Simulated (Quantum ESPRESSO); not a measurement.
How far to go with the SCF threshold: Au (Fm-3m, 1 atom in the cell)

```xyz
1
Lattice="-2.0339 0.0000 2.0339 0.0000 2.0339 2.0339 -2.0339 2.0339 0.0000" Properties=species:S:1:pos:R:3 pbc="T T T"
Au     0.0000     0.0000     0.0000
```

Method of the run: PBEsol, SSSP 1.1.2 precision (PBE) pseudopotentials (plane waves; Quantum ESPRESSO).

Base settings: ecutwfc = 75 Ry; occupations = smearing; smearing = fermi-dirac; degauss = 0.0073499 Ry; input_dft = pbesol; potentials = {Au: Au_ONCV_PBE-1.0.oncvpsp.upf}; K_POINTS = automatic 14 14 14 0 0 0; conv_thr = 1e-10 Ry; mixing_beta = 0.4.

The mesh stays at the base's, so the ladder's end is converged at best in this setting alone.

Only quantities that move along the ladder and can be compared are tabulated.

The count of work is k-points × plane waves × bands × iterations; it is no time. 

The starting cell has typed, rounded lattice constants, without a prior relaxation at this level. Its lattice was rescaled by up to half a per cent.

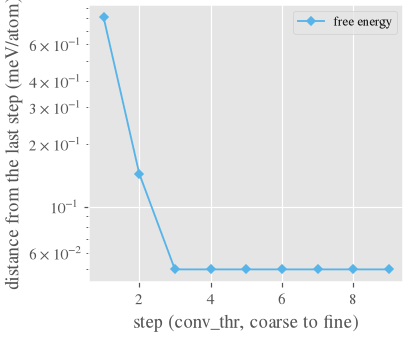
*Distance from the last step along the ladder; very small values are drawn at a floor.*

| conv_thr | free energy less the last step's (meV/atom) | count of work / last |
|---|---|---|
| 0.0073 Ry | 0.81 | 0.11 |
| 0.00073 Ry | 0.14 | 0.22 |
| 7.3e-05 Ry | 0.01 | 0.33 |
| 7.3e-06 Ry | 0.00 | 0.44 |
| 7.3e-07 Ry | 0.00 | 0.44 |
| 7.3e-08 Ry | 0.00 | 0.56 |
| 7.3e-09 Ry | 0.00 | 0.56 |
| 1e-10 Ry | 0.00 | 0.78 |
| 7.3e-12 Ry | 0.00 | 0.89 |
| 7.3e-14 Ry | 0.00 | 1.0 |

Coarsest conv_thr that holds the free energy within 0.5 meV/atom of the last step, with all finer ones: 0.00073 Ry, at 0.22 of the last step's count of work; the step before is off by 0.81 meV/atom.
